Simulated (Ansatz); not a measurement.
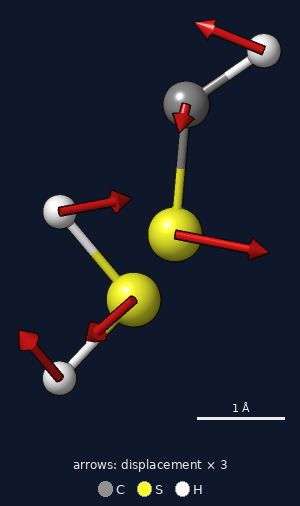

A relaxation of CH₃S₂ (multiplicity 2). The starting structure is drawn; red arrows show the displacements, magnified 3 times. The two geometries are superimposed by the best rigid fit.

Style: ball-and-stick. Shown from a free direction.

It is one of the separated reactants of a reaction.

Method: Ansatz 0.2.0, UKS PBE0-D4/def2-TZVP. Settings: force threshold 0.005 eV/Å; at most 200 steps.

Describe the change and its energy.

Answer. The energy falls by 0.053 eV in 23 accepted moves (28 points after the start). Largest force component: 1.1 eV/Å at the start, 0.0029 eV/Å at the end. The line search rejected the trial steps at points 2, 14, 15, 18, 27 of the run. The forces were under the threshold at step 5, but the run went on from there. An S atom moves most after the best rigid fit: 0.38 Å. Largest moves by element: S 0.38 Å, H 0.31 Å, C 0.12 Å. Some distances before and after: C–S 1.579 → 1.552 Å, C–H 1.112 → 1.090 Å, H–S 1.361 → 1.341 Å. Bond angles that change, for instance: S–C–H 130.7° → 133.0°.

Limits of the set-up: the start holds two separate molecules, 3.3 Å apart at their closest, whose relative position is a soft coordinate.
